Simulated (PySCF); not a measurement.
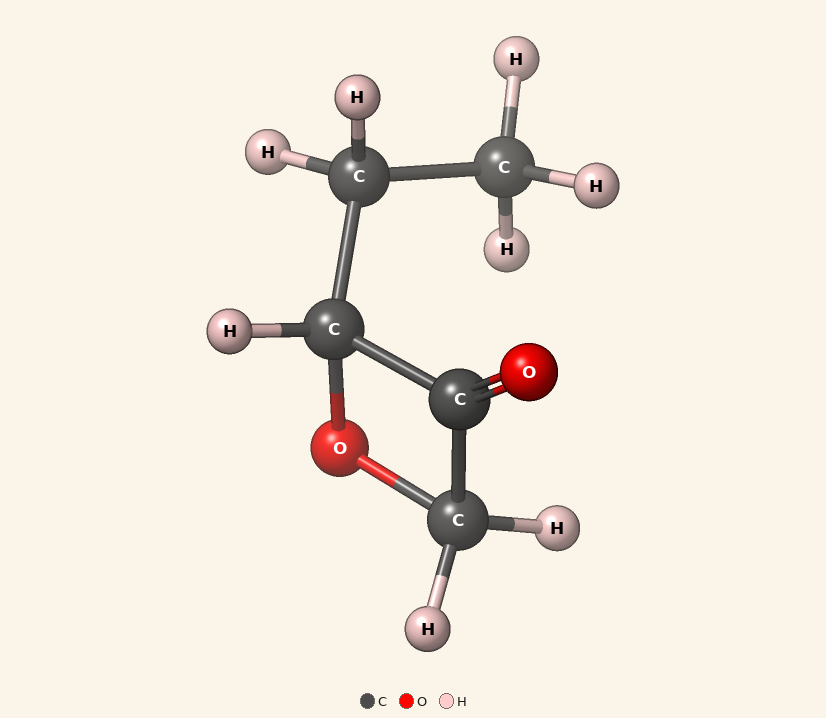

Orthographic view. Atoms fade into the background with distance from the viewer. Geometry: an end point of a reaction path computed with GFN2-xTB.

> Give the standard InChI.

InChI=1S/C5H8O2/c1-2-5-4(6)3-7-5/h5H,2-3H2,1H3/t5-/m1/s1
